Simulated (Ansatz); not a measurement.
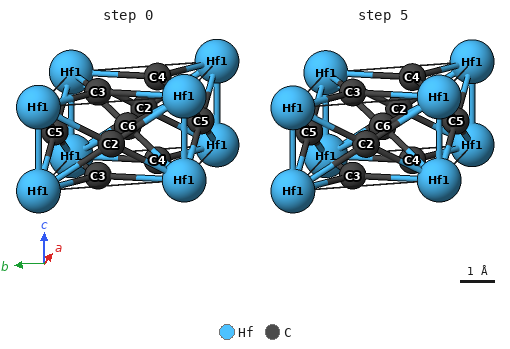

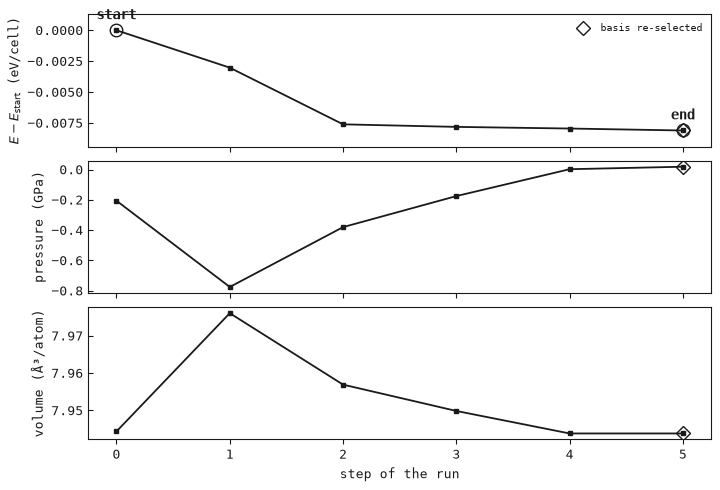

First and last geometry of a relaxation of a crystal of HfC5 (a generated structure, set up in P6/mmm), with the history of the run. A ball-and-stick model of the cell of the calculation, seen from a free direction.

Method: DFT PBE, scalar-relativistic, plane waves, PAW; settings changed in Ansatz 0.2.0.

The input:
```yaml
crystal:
  lattice:
    - [4.6043623181, 0.0, 0.0]
    - [-2.3021811591, 3.9874947357, 0.0]
    - [0.0, 0.0, 2.5962202263]
  atoms:
    - { symbol: Hf, position: [0.0, 0.0, 0.0] }
    - { symbol: C, position: [0.0, 0.5, 0.5] }
    - { symbol: C, position: [0.3333333333, 0.6666666667, 0.0] }
    - { symbol: C, position: [0.6666666667, 0.3333333333, 0.0] }
    - { symbol: C, position: [0.5, 0.0, 0.5] }
    - { symbol: C, position: [0.5, 0.5, 0.5] }
basis:
  ecutwfc: 420
kpoints:
  mp_grid: { grid: [12, 12, 14] }
hamiltonian:
  xc: pbe
scf:
  occupations: { method: cold, width: 0.1 }
  mixing: { algorithm: broyden, beta: 0.3, ndim: 8 }
output:
  forces: true
  eigenvalues: true
  stress: true
relax:
  adjacent_minimum: "off"
  f_tol: 0.01
  max_steps: 80
  cell: { stress_tol: 0.05 }
```

Run as
```bash
ansatz run input.yaml --threads 1 --pin off --max-ram 2560MiB --backend cpu --events-out ev --progress --plain --runs-dir out
```

### Did the run converge, and what did it change?

It converged. The atoms keep their places relative to the cell (all moves are under 0.005 Å). The drawn cell changes at constant volume: a = b 4.604 → 4.622 Å (+0.4 %), c 2.596 → 2.576 Å (−0.8 %). Among the contacts that change: Hf1–Hf1 2.596 → 2.576 Å, Hf1–C3 2.658 → 2.668 Å. The space group stays P6/mmm (No. 191). Over 4 accepted moves (5 points after the start) the energy falls by 8.1 meV per cell of the calculation. All forces vanish by symmetry, so only the cell relaxes. The pressure goes from −0.21 to 0.02 GPa. At 1 point the geometry stayed and the basis and grid were re-selected for the new cell (energy shift of 0.2 meV per cell of the calculation at most each time). The run took 36 s on 1 thread of AMD EPYC 9R14 (Zen 4) (shared host), peak memory 0.49 GiB.

```
step  E − E(0), meV/atom  pressure, GPa  volume, Å³/atom                      note
   0                0.00          -0.21            7.944                          
   1               -0.50          -0.78            7.976                          
   2               -1.27          -0.38            7.957                          
   3               -1.30          -0.18            7.950                          
   4               -1.33           0.00            7.944                          
   5               -1.35           0.02            7.944  same geometry, new basis
```
